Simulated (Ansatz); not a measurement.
## Electronic structure of Sn$_{5}$C in real space

Input

```
crystal:
  lattice:
    - [4.2756127954, 0.0, 0.0]
    - [-2.1378063977, 3.7027892975, 0.0]
    - [0.0, 0.0, 10.8769245429]
  atoms:
    - { symbol: C, position: [0.0, 0.0, 0.0017703715] }
    - { symbol: Sn, position: [0.6666666667, 0.3333333333, 0.6914715075] }
    - { symbol: Sn, position: [0.3333333333, 0.6666666667, 0.3205279156] }
    - { symbol: Sn, position: [0.6666666667, 0.3333333333, 0.9560338831] }
    - { symbol: Sn, position: [0.3333333333, 0.6666666667, 0.5776460354] }
    - { symbol: Sn, position: [0.0, 0.0, 0.202550287] }
kpoints:
  mp_grid: { grid: [12, 12, 2] }
  band_path:
    path:
      - [0.0, 0.0, 0.0]
      - [0.5, 0.0, 0.0]
      - [0.3333333333, 0.3333333333, 0.0]
      - [0.0, 0.0, 0.5]
      - [0.5, 0.0, 0.5]
      - [0.3333333333, 0.3333333333, 0.5]
    npoints: 1
hamiltonian:
  xc: r2scan
scf:
  occupations: { method: fermi_dirac, width: 0.02 }
  n_extra_bands: 5
output:
  forces: true
  stress: true
  eigenvalues: true
  write_density: true
  write_potential: true
  elf: true
  volumetric_format: npy
```

Launched as:

```sh
ansatz run input.yaml --threads 4 --pin off --max-ram 6451MiB --backend cpu --events-out ev --progress --plain --runs-dir out
```

Below, planes, directions and counts refer to the conventional cell (a = 4.28 Å, b = 4.28 Å, c = 10.88 Å, α = 90.00°, β = 90.00°, γ = 120.00°).

Space group P3m1; started from the ordered alloy on diamond lattice prototype, which need not be the ambient phase.

The calculation used DFT, r2SCAN, plane waves, PAW (Ansatz).

In a PAW calculation such maps are meaningful between the atoms, not at the nuclei.

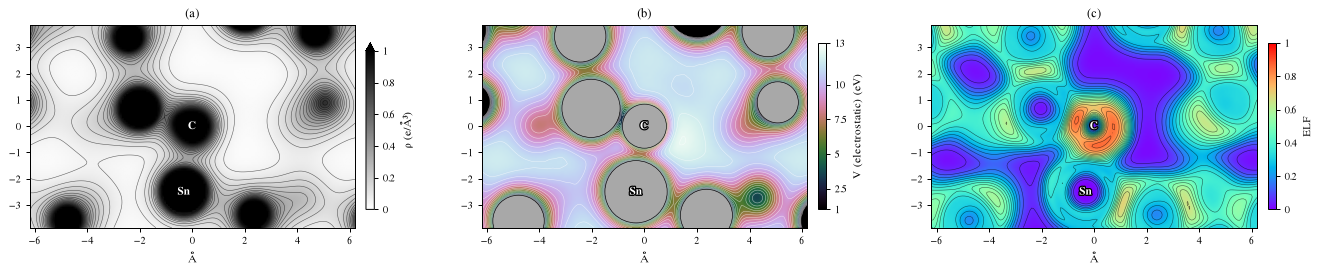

Figure 1. (a) valence electron density; (b) electrostatic potential energy of an electron; (c) ELF on the (111) plane of the conventional cell. Grey discs cover the atomic cores in the potential map.

> Read the bonding off the picture.

Atoms in the plane: C and Sn. Atoms just off the plane (Sn, 0.4 Å away) can leave unmarked features too. Sn–C (2.52 Å): the density is about 0.37 e/Å³ at the midpoint; the ELF peaks at about 0.85 in the valence shell of C, 0.8 Å from its nucleus, and is about 0.50 at the midpoint. Between the atoms the lowest density in this plane is 0.01 e/Å³. Outside the cores the potential energy rises away from the atoms and is highest about 1.5 Å from the nearest atoms; its zero is arbitrary.

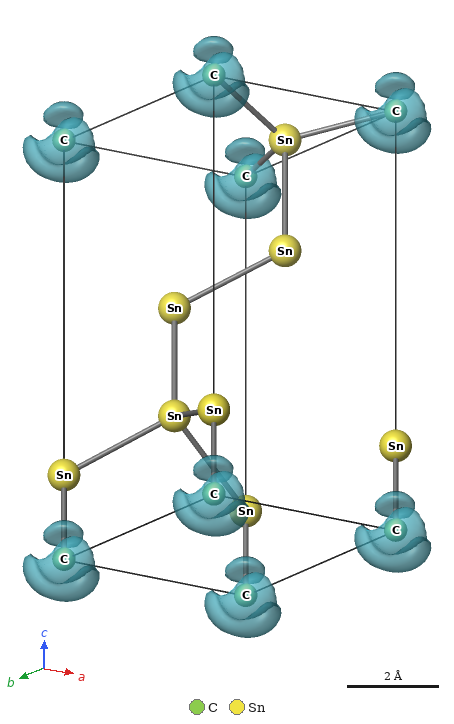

Figure 2. Isosurface of the electron localisation function at 0.8 (cyan), seen at an oblique angle. Core shells and regions of very low density are left out. Sticks mark near contacts.

> Where are the electrons localised?

The ELF exceeds this value in one lobe of the valence shell of C pointing towards Sn (polar bonds) and one region wrapped around C (its valence shell), counted in one cell of 6 atoms. Regions shared between cells count once. Profiles from the grid: Sn–C (2.18 Å): the ELF peaks at about 0.85 in the valence shell of C, 0.7 Å from its nucleus, and is about 0.45 at the midpoint. Sn–Sn (2.76 Å): the ELF peaks at about 0.65 between the atoms.
